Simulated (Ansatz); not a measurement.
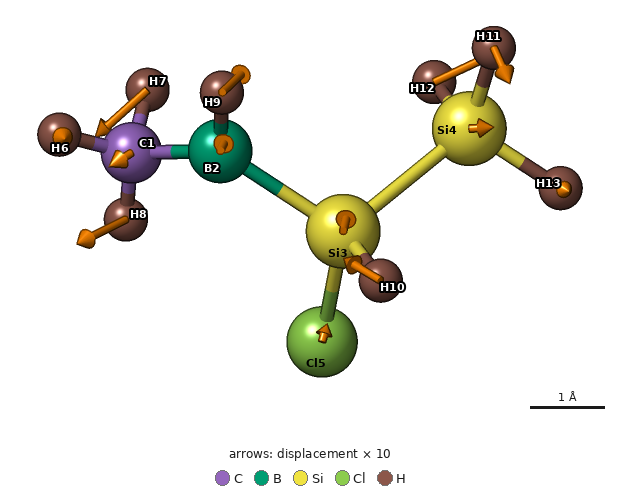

This is a relaxation of CH8BClSi2. The starting structure is drawn; orange arrows show the displacements, 10 times their true length. The two geometries are superimposed by the best rigid fit.

The picture is a ball-and-stick view, seen face on.

The start comes from PBE-D4/def2-SVP.

Theory: RKS PBE0-D4/def2-TZVP in Ansatz. Set-up: force threshold 0.005 eV/Å; at most 150 steps.

Question: What did the optimiser do to the structure, and how much energy did it gain?

Answer: The energy falls by 1.03 kcal/mol in 9 geometry steps. The largest force component goes from 0.51 to 0.0039 eV/Å. The largest move after the best rigid fit is that of H8, 0.11 Å. By element the largest moves are H 0.11 Å, Si 0.06 Å, B 0.05 Å, C 0.04 Å, Cl 0.03 Å. Some distances before and after: Si3–Cl5 2.112 → 2.080 Å, B2–H9 1.222 → 1.202 Å, Si4–H13 1.505 → 1.486 Å, Si3–H10 1.508 → 1.490 Å. Among the angles between lasting bonds that change: B2–Si3–H10 113.6° → 111.6°. The run took 48 s on 4 threads of Arm Neoverse V1, on a shared host.
